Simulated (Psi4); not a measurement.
# CHFO (formyl fluoride) at DLPNO-MP2/6-31G(d) (density fitting, density fitting for correlation, spherical functions, pno convergence tight, sweep point 3)

Aim: the energy change on altering one bond length of CHFO (formyl fluoride) at DLPNO-MP2/6-31G* (density fitting, density fitting for correlation, spherical functions, pno convergence tight, sweep point 3), from 2 runs. 

The results are computed with Psi4 1.11.

## (1) The system as given

The species is CHFO (4 atoms), meant as a singlet with charge 0. As SMILES, `O=CF`. Geometry: relaxed at GFN2-xTB.

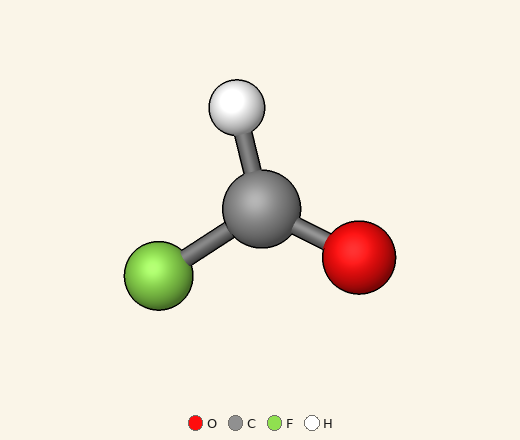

The structure, seen from a chosen angle (oxygen red, carbon grey, fluorine green, hydrogen white).

## (2) A single-point energy at DLPNO-MP2/6-31G(d) (density fitting, density fitting for correlation, spherical functions, pno convergence tight, sweep point 3)

The input, job.inp:

```
memory 1600 mb

molecule geom {
  0 1
  O     -1.68125154     0.37042411     1.56843489
  C     -0.09399498     0.13859251     0.04333142
  F      1.10429926    -2.06142664    -0.34270183
  H      0.67094726     1.55242891    -1.26906448
  units bohr
  symmetry c1
}

set {
  puream true
  scf_type df
  num_frozen_docc 3
  pno_convergence tight
}

energy("dlpno-mp2/6-31G*")
```

Launch:

```bash
psi4 -n 1 job.inp job.out
```

job.out (excerpt; [...] marks lines left out):

```text
[...]
  Running in c1 symmetry.
[...]
  Nuclear repulsion =   67.642179686681800
[...]
  Multiplicity = 1
[...]
  Nalpha       = 12
  Nbeta        = 12
[...]
    Number of basis functions: 44
[...]
   @DF-RHF iter   1:  -212.65185817912888   -5.94848e-01   1.09173e-02 ADIIS/DIIS
[...]
    Orbital Energies [Eh]
    ---------------------
    Doubly Occupied:
       1A    -26.336275     2A    -20.606070     3A    -11.437241
       4A     -1.661870     5A     -1.449833     6A     -0.905871
       7A     -0.787582     8A     -0.722603     9A     -0.721627
      10A     -0.631790    11A     -0.553101    12A     -0.506743
[...]
  @DF-RHF Final Energy:  -212.74458154166223
   => Energetics <=
    Nuclear Repulsion Energy =             67.6421796866817999
    One-Electron Energy =                -428.1323068993459628
    Two-Electron Energy =                 147.7455456710019348
    Total Energy =                       -212.7445815416622281
[...]
 Multipole Moments:
 ------------------------------------------------------------------------------------
     Multipole            Electronic (a.u.)      Nuclear  (a.u.)        Total (a.u.)
 ------------------------------------------------------------------------------------
 L = 1.  Multiply by 2.5417464519 to convert [e a0] to [Debye]
 Dipole X            :          0.7055093           -0.2227700            0.4827393
 Dipole Y            :         -1.3166374            1.7997926            0.4831552
 Dipole Z            :         -0.2188671           -0.4542896           -0.6731567
 Magnitude           :                                                    0.9589662
[...]
  @LMP2 iter   6:  -0.466662063484 -9.451e-09  3.986e-07
[...]
```

Wall time 1.9 s (1 thread of Intel Xeon Platinum 8488C (Sapphire Rapids), shared host); peak memory 0.21 GiB.

## (3) The distorted shape at the same level

The input, chfo.in:

```
memory 1600 MB

molecule {
  0 1
  O     -2.95107002     0.55589129     2.78853089
  C     -0.09399498     0.13859251     0.04333142
  F      1.10429926    -2.06142664    -0.34270183
  H      0.67094726     1.55242891    -1.26906448
  units bohr
  symmetry c1
}

set globals {
  basis           6-31G*
  puream          true
  scf_type        df
  num_frozen_docc 3
  pno_convergence tight
}

result, w = energy("dlpno-mp2", return_wfn=True)
```

Launch:

```bash
psi4 chfo.in chfo.out -n 1
```

chfo.out (excerpt; [...] marks lines left out):

```text
[...]
  Running in c1 symmetry.
[...]
  Nuclear repulsion =   52.600456395376135
[...]
  Multiplicity = 1
[...]
  Nalpha       = 12
  Nbeta        = 12
[...]
    Number of basis functions: 44
[...]
   @DF-RHF iter   1:  -211.80643108518171   -8.28352e-01   2.05375e-02 DIIS/ADIIS
[...]
    Orbital Energies [Eh]
    ---------------------
    Doubly Occupied:
       1A    -26.390886     2A    -20.610478     3A    -11.446309
       4A     -1.695116     5A     -1.173265     6A     -0.959880
       7A     -0.786540     8A     -0.733220     9A     -0.713994
      10A     -0.480385    11A     -0.479458    12A     -0.459916
[...]
  @DF-RHF Final Energy:  -212.45115308780507
   => Energetics <=
    Nuclear Repulsion Energy =             52.6004563953761348
    One-Electron Energy =                -398.2443211903124052
    Two-Electron Energy =                 133.1927117071312239
    Total Energy =                       -212.4511530878050678
[...]
 Multipole Moments:
 ------------------------------------------------------------------------------------
     Multipole            Electronic (a.u.)      Nuclear  (a.u.)        Total (a.u.)
 ------------------------------------------------------------------------------------
 L = 1.  Multiply by 2.5417464519 to convert [e a0] to [Debye]
 Dipole X            :          1.1237772           -0.2262406            0.8975366
 Dipole Y            :         -1.4772257            1.8002995            0.3230738
 Dipole Z            :         -0.5832979           -0.4509549           -1.0342528
 Magnitude           :                                                    1.4069924
[...]
  @LMP2 iter   6:  -0.418949413589 -5.795e-09  3.072e-07
[...]
```

Run time: 1.8 s. Hardware: 1 thread of Intel Xeon Platinum 8488C (Sapphire Rapids), shared host; peak memory 0.2 GiB.

## (4) What came out

Level: DLPNO-MP2/6-31G* (density fitting, density fitting for correlation, spherical functions, pno convergence tight, sweep point 3), 3 core orbitals frozen.

| quantity | value |
| --- | --- |
| first shape: total energy | -213.21124 Eh |
| first shape: HOMO energy (Hartree–Fock orbitals) | -13.79 eV |
| first shape: LUMO energy (Hartree–Fock orbitals) | 4.21 eV |
| first shape: HOMO–LUMO gap (Hartree–Fock orbitals) | 18.00 eV |
| first shape: correlation energy (3 core orbitals frozen) | -466.7 mEh |
| distorted shape: total energy | -212.87010 Eh |
| distorted shape: HOMO energy (Hartree–Fock orbitals) | -12.51 eV |
| distorted shape: LUMO energy (Hartree–Fock orbitals) | 1.14 eV |
| distorted shape: HOMO–LUMO gap (Hartree–Fock orbitals) | 13.65 eV |
| distorted shape: correlation energy (3 core orbitals frozen) | -418.9 mEh |
| energy change with the O1–C2 bond stretched from 1.171 to 2.108 Å | 9.283 eV |

What this shows: With the O1–C2 bond stretched from 1.171 to 2.108 Å the energy rises by 9.28 eV (896 kJ/mol). The first shape isn't relaxed at this level, so the change isn't measured from a minimum. A restricted reference can't describe the breaking bond well at this length.
